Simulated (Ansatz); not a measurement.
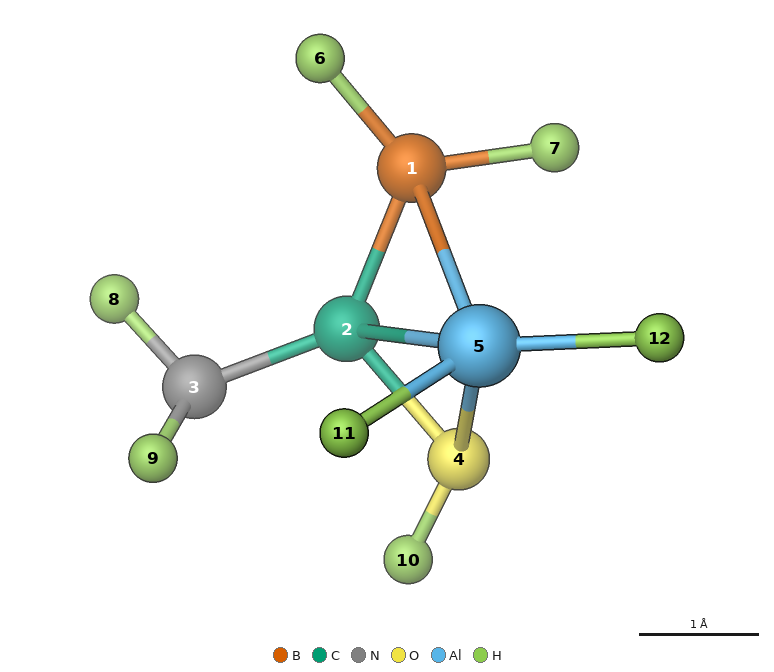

Orthographic view. Depth is shown by fading: the farther an atom, the more it takes the colour of the background. The geometry was computed by an optimisation with PBE-D4/def2-SVP. No frequency run is at hand to confirm it as a minimum.

Give the geometry as a Z-matrix, atoms in numerical order, with these reference atoms: 2 to 1; 3 to 2, 1; 4 to 2, 3, 1; 5 to 4, 2, 3; 6 to 1, 2, 3; 7 to 1, 6, 2; 8 to 3, 2, 4; 9 to 3, 8, 2; 10 to 4, 2, 3; 11 to 5, 4, 10; 12 to 5, 11, 9.

```
B  
C    1   1.485
N    2   1.385   1   133.2
O    2   1.453   3   110.2   1   170.0
Al   4   2.030   2    76.9   3  -118.2
H    1   1.217   2   119.1   3     4.2
H    1   1.223   6   122.1   2   171.8
H    3   1.023   2   112.4   4  -172.7
H    3   1.032   8   110.4   2   130.4
H    4   0.981   2   110.4   3    12.3
H    5   1.612   4   101.5  10   -17.2
H    5   1.594  11   122.0   9  -160.3
```
